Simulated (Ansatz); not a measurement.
F2H2HfO2

Input

```
crystal:
  periodic: [false, false, false]
  atoms:
    - {symbol: F, position_ang: [-1.007245, -1.200306, -1.763641]}
    - {symbol: F, position_ang: [0.448843, 1.546849, -1.508401]}
    - {symbol: Hf, position_ang: [-0.227564, 0.042655, -0.524774]}
    - {symbol: O, position_ang: [-1.576998, 0.644672, 0.693839]}
    - {symbol: O, position_ang: [1.221156, -0.810459, 0.392746]}
    - {symbol: H, position_ang: [-2.202006, 0.913827, 1.362920]}
    - {symbol: H, position_ang: [1.901624, -1.220305, 0.921650]}
basis:
  gaussian:
    orbitals: def2-TZVPD
hamiltonian:
  xc: pbe0
output: {forces: true, orbitals: {seedname: orbitals}}
```

Launched as:

```sh
ansatz run input.yaml --threads 2 --pin off --max-ram 5220MiB --events-out events.jsonl --progress --plain --runs-dir runs
```

Geometry: PBE0-D4/def2-SVP; core potentials replace the inner electrons of Hf.

Method: isolated molecule in a Gaussian basis; Kohn-Sham density functional theory, functional PBE0 (Ansatz).

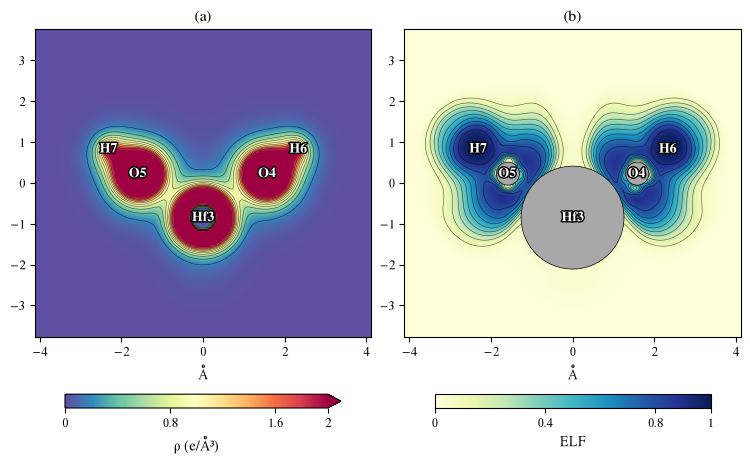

Figure 1. (a) electron density; (b) electron localisation function on the plane of atoms O4, Hf3 and O5. Grey discs cover the atomic cores in the ELF map.

What do the fields say about this system?

- Atoms in the plane: Hf, O and H.
- Hf–O (1.92 Å): ρ at the midpoint is about 0.88 e/Å³; the ELF peaks at about 0.80 in the valence shell of O, 0.5 Å from its nucleus, and drops to about 0.20 between the two atoms.
- O–H (0.95 Å): ρ at the midpoint is about 3.8 e/Å³; the ELF climbs to about 1 towards the hydrogen, as it does in any bond to H; a covalent bond by its length.

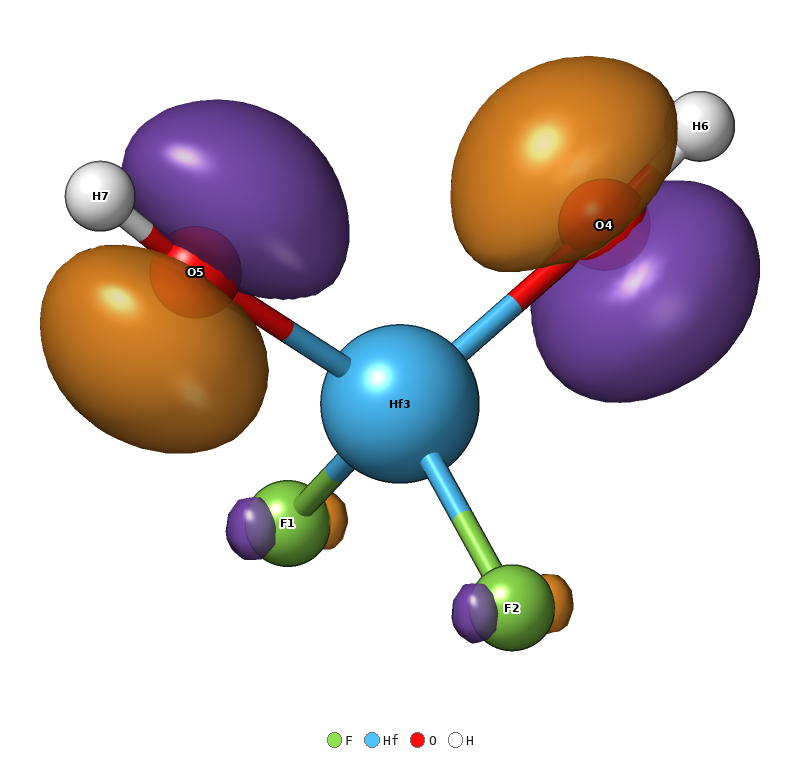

Figure 2. One frontier orbital at ±0.15 Å⁻³ᐟ² (orange and purple are the two phases), seen at a tilt.

Which orbital is it: HOMO or LUMO?

The HOMO, at −9.60 eV. By Hirshfeld shares it lies mainly on O4 (about 40 %) and O5 (about 40 %); largely a combination of lone pairs on O4 and O5.
